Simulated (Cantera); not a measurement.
A closed system holds: 1 mol Zr, 0.19 mol O2, 6.7 mol H2, at 0.990 Pa.

Cantera equilibrium calculation (NASA polynomials, part measured and part estimated; ideal gas, pure solids and liquids). Candidate condensed phases: H2O, Zr, ZrO2; 12 gas species. Mutual solubility and eutectic melting of coexisting phases are not modelled. Condensed phases not in the tables: N, O or C dissolved in the metal. Kinetics and transport are ignored.

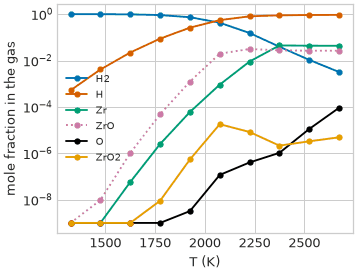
*Equilibrium gas composition (values under 1e-9 drawn at 1e-9)*

Question: Read off the mole fractions at 2525 K.

Answer: H about 0.92, Zr about 0.044, ZrO about 0.027, H2 about 0.011, O about 1.1e-5, ZrO2 about 3.3e-6.
